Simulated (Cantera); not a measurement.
Feed: 1 mol S, 0.47 mol O2, 0.84 mol H2, equilibrated at 4.20 mbar.

Cantera equilibrium calculation (NASA polynomials, part measured and part estimated; ideal gas, pure solids and liquids). Candidate condensed phases: H2O, H2SO4, S; 19 gas species. The numbers say what is thermodynamically allowed, not how fast it happens.

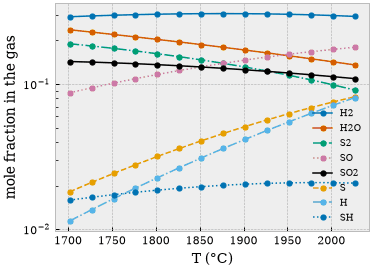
Figure. Equilibrium gas composition (values under 1e-9 drawn at 1e-9)

Read off the mole fractions at 1902 °C.

H2 about 0.31, H2O about 0.17, SO about 0.15, S2 about 0.13, SO2 about 0.13, S about 0.051, H about 0.042, SH about 0.020.
